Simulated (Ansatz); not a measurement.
```csv
atom,x (Å),y (Å),z (Å)
W,0.0876,-0.1222,-0.5229
O,-0.4937,0.4213,2.5057
H,-1.1100,0.3329,3.2210
F,1.6528,-0.2707,0.3757
Cl,-0.0242,2.2765,-0.0088
Cl,-2.2747,-0.4191,0.1928
Cl,0.1187,-2.4449,-0.9430
Cl,-0.0950,0.4437,-2.7125
H,-1.2192,0.4276,0.5600
H,-0.6289,1.3025,2.1210
```

Core potentials replace the inner electrons of W; not at a stationary point (largest force 1.7 eV/Å).

The calculation used RHF/def2-SVP in Ansatz.

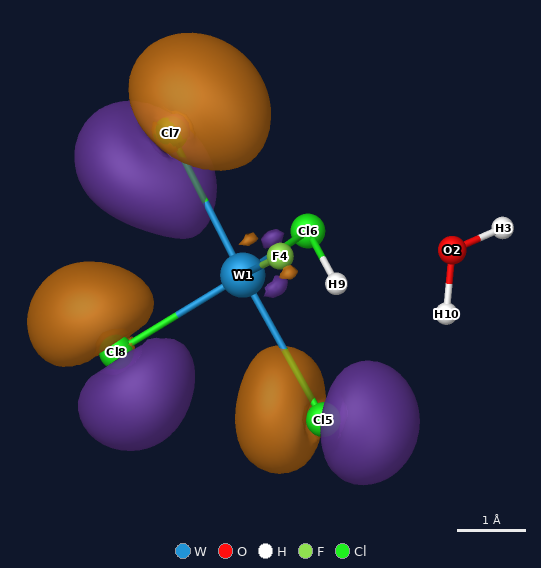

Cl$_{4}$FHW···H$_{2}$O. The HOMO−1 at ±0.1 Å⁻³ᐟ² (orange and purple are the two phases), seen across its widest extent.

**What is the character of this orbital?**

Its weight (Hirshfeld) is mainly on Cl7 (about 45 %), Cl8 (about 30 %) and Cl5 (about 20 %); largely a combination of lone pairs on Cl7, Cl8 and Cl5. Its energy is −11.98 eV.
